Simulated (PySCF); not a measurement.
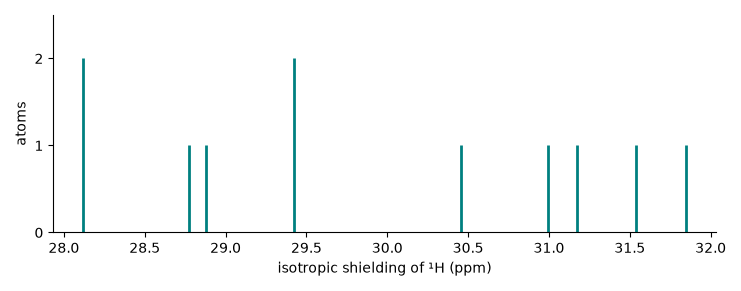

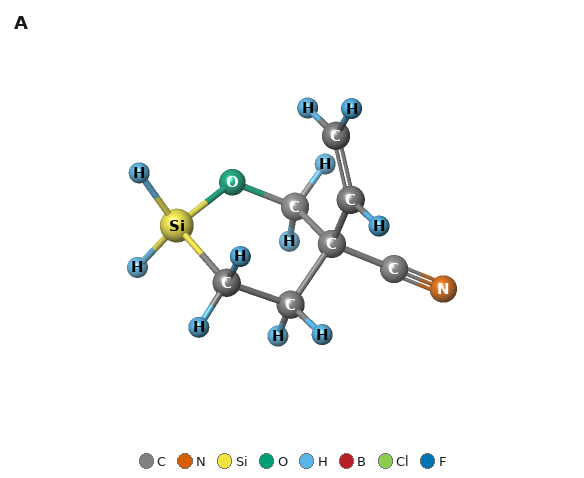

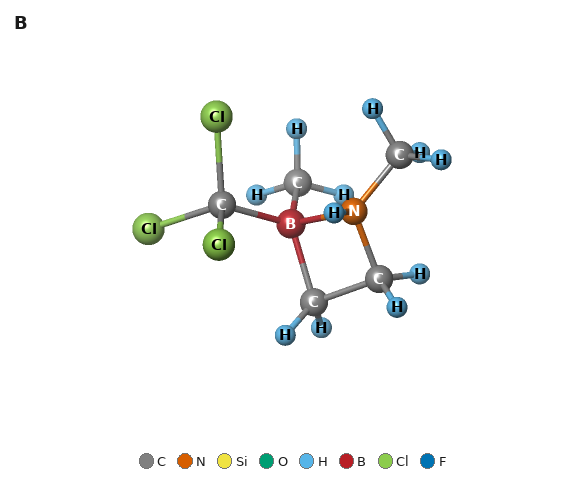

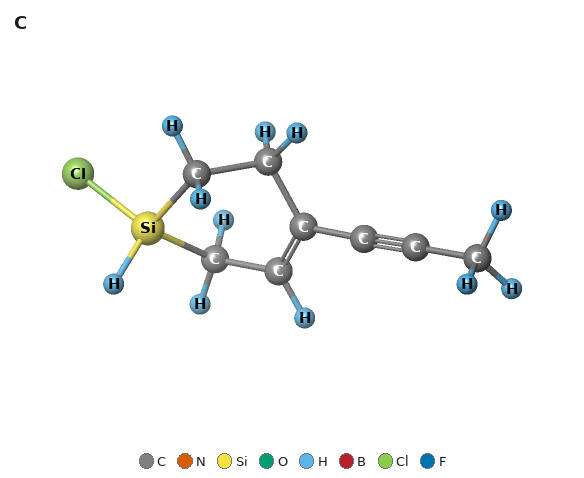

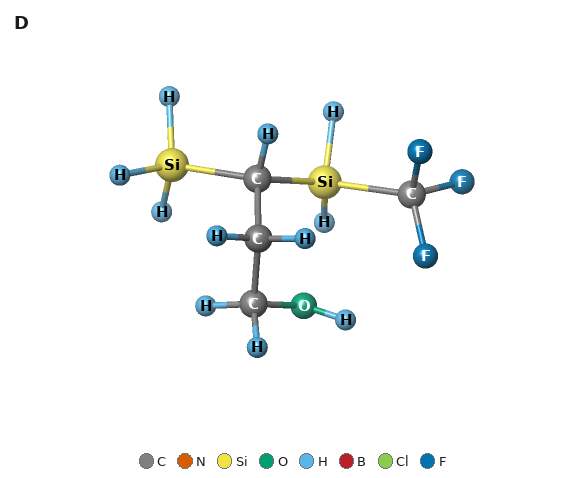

The sticks are computed shieldings of one of the molecules, for one fixed geometry (GFN2-xTB) without averaging over rotations. Low shielding means a high chemical shift. Method: GIAO PBE0/pcSseg-1 NMR shielding, non-relativistic, gas phase (PySCF 2.14.0).

Which molecule gives this pattern?

Answer. B, `C[N@@H+]1CC[B@@-]1(C)C(Cl)(Cl)Cl`. Its 11 H atoms give lines at 28.12 (2 atoms), 28.77, 28.88, 29.42 (2 atoms), 30.46, 30.99, 31.17, 31.54, 31.85 ppm.

The geometry is semi-empirical. Around B, Si such bond lengths and angles can be off by a tenth of an ångström or more and by several degrees, and values that hang on the shape move with them.
